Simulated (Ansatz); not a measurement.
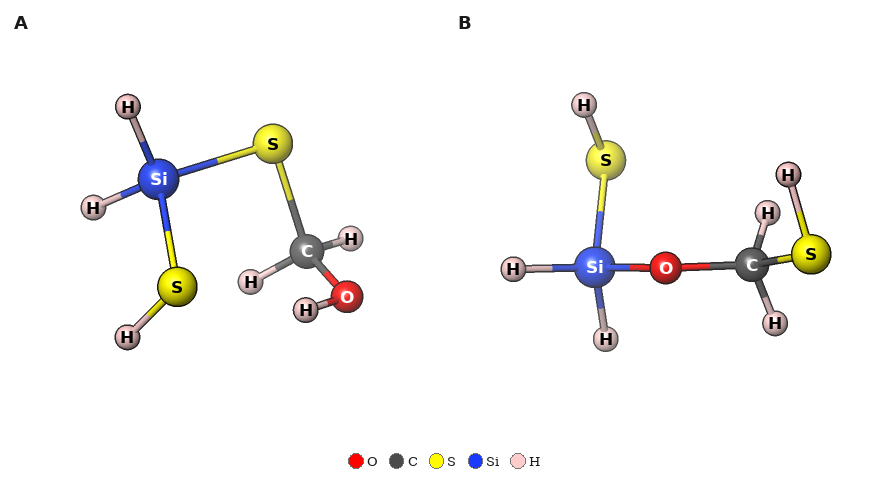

Depth is shown by fading: the farther an atom, the more it takes the colour of the background. The geometry was computed by an optimisation with PBE-D4/def2-SVP. No frequency run is at hand to confirm it as a minimum.

**Can A be turned into B by a rotation alone?**

No. They are constitutional isomers of CH6OS2Si: A is OCS[SiH2]S, B is SCO[SiH2]S
